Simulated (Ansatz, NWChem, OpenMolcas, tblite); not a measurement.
## BBrF2 (SMILES FB(F)Br): the HOMO–LUMO gap, rung by rung

BBrF2: 4 atoms, total charge 0, spin state singlet. SMILES: `FB(F)Br`. Geometry: relaxed at PBE0-D4/def2-TZVP.

Quantity: the HOMO–LUMO gap, in eV. The values are calculated.

| level | kind | program | value (eV) | CPU time |
| --- | --- | --- | --- | --- |
| IPEA1-xTB | semi-empirical | tblite | 6.30 | under 2 s |
| HF/aug-cc-pVDZ | Hartree–Fock | NWChem | 13.48 | 2.8 min |
| SVWN5/aug-cc-pVDZ | LDA | Ansatz | 6.04 | 5.7 s |
| PBE/aug-cc-pVDZ | GGA | Ansatz | 6.17 | 8 s |
| r2SCAN/aug-cc-pVDZ | meta-GGA | Ansatz | 6.96 | 16 s |
| B3LYP/aug-cc-pVDZ | global hybrid | NWChem | 8.04 | 70 s |
| PBE0/aug-cc-pVDZ | global hybrid | OpenMolcas | 8.57 | 31 s |
| wB97X/aug-cc-pVDZ | range-separated hybrid | Ansatz | 12.87 | 33 s |
| B2PLYP/aug-cc-pVDZ | double hybrid | Ansatz | 10.56 | 14 s |

All-electron rows without a relativistic Hamiltonian named are non-relativistic. The values span 6.04 to 13.48 eV. Orbital gaps aren't excitation energies, and those of double hybrids come from the SCF part alone; they tend to grow with the share of exact exchange. Times are those of the runs behind each value, whatever else they computed, on shared processors of several kinds: orders of magnitude only.

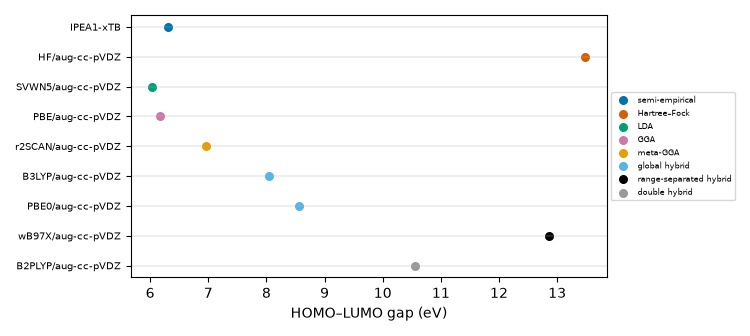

The values of the table, level by level.
